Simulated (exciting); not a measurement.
Consider TaAgO3, space group Pm-3m.

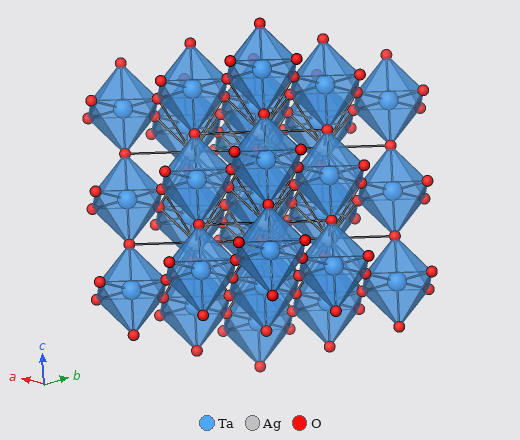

The structure (tantalum blue, silver light grey, oxygen red). 2×2×2 cells are drawn. Some periodic images of atoms are drawn too.

```xyz
5
Lattice="3.9994 0.0000 0.0000 0.0000 3.9994 0.0000 0.0000 0.0000 3.9994" Properties=species:S:1:pos:R:3 pbc="T T T"
Ta    0.0000    0.0000    0.0000
Ag    1.9997    1.9997    1.9997
O     1.9997    0.0000    0.0000
O     0.0000    1.9997    0.0000
O     0.0000    0.0000    1.9997
```

Absorber: atom 3, with 2 Ta at 2.00 Å (linear, site symmetry 4/mmm). Method: exciting, all-electron LAPW+lo, LDA, exchange and screened direct term (singlet BSE), 4×4×4 shifted k points, 29 conduction bands, |G+q| up to 3 bohr⁻¹, full RPA screening with nempty = 53, Lorentzian half width 0.45 eV.

Q: Predict the O K near-edge structure at this level.

Bound core exciton? Undecided on this mesh: the first bright state (over 5 % of the brightest) lies at 0.14 eV from the Kohn–Sham onset and at -0.31 eV from the lowest bare transition of its own mesh; weaker or dark states reach down to 0.06 eV. Maxima (height): 1.0 eV (1.00), 5.9 eV (0.62), 11.0 eV (0.42), 15.6 eV (0.15), 18.4 eV (0.29) and 19.5 eV (0.26).

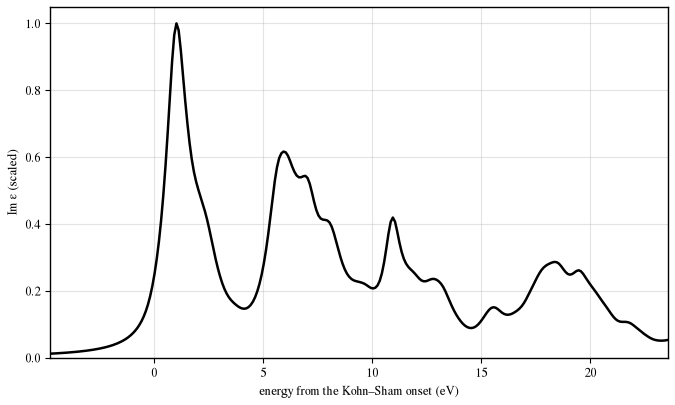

Energy from the Kohn–Sham onset, core level to the lowest empty state found on the meshes used; Im ε in relative units.

Binding energies aren't converged on 64 k points, and fine structure above the first lines is partly noise of the mesh. Exchange and the short-range direct term aren't converged in the kernel cutoff. The zero comes from the unshifted 4×4×4 ground-state mesh; it is exact only where the band minimum lies on that mesh. The Kohn–Sham onset, 502 eV, is no photon energy: the scale needs a rigid shift. No quasiparticle correction widens the gap or stretches the bands. Vibrations and energy-dependent lifetimes are left out. The structure is a Materials Project entry, computed there, and may be a hypothetical form.

[Banner, clock and machine lines of the logs are left out without a mark of their own.]

[Logs are printed without paths, hosts, clocks, repeated set-up lines and the standing remarks that a program may print on its own settings, such as how far it seeks lower states.]

[Hosts, paths, dates, database ids (printed as entryN), source tags and the programs' standing remarks are cut or masked in the printed files.]
